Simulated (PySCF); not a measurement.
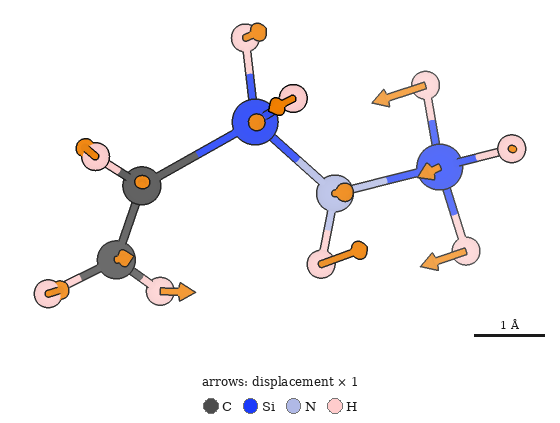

This is a relaxation of C2H9NSi2. The starting structure is drawn; orange arrows show the displacements, at their true length. The two geometries are superimposed by the best rigid fit.

A ball-and-stick model, seen from a free direction.

The start comes from GFN2-xTB. Its atoms were then displaced at random by about 0.01 Å.

These are results of PySCF, PBE0-D3(BJ)/def2-SVP geometry optimisation, gas phase, not measurements. 

Q: Atoms of which element are displaced furthest, and by how much?

A: Hydrogen: up to 1.27 Å, against 0.65 Å for nitrogen.

Q: What happened in the run?

A: The energy falls by 0.261 eV in 16 geometry steps. The atom that moves furthest after the best rigid fit is an H atom (1.27 Å). Largest moves by element: H 1.27 Å, N 0.65 Å, Si 0.40 Å, C 0.36 Å. Among the contacts that change: H–Si 1.441 → 1.492 Å, N–Si 1.696 → 1.739 Å, C–H 1.060 → 1.097 Å, H–Si 1.459 → 1.495 Å. Bond angles that change, for instance: N–Si–H 105.1° → 111.1°, Si–C–H 114.6° → 119.3°, H–Si–H 113.6° → 109.5°. Groups turn about N–Si by about 60°, N–Si by about 35°. The run took 2.7 min on 1 thread of Arm Neoverse N1, on a shared host.
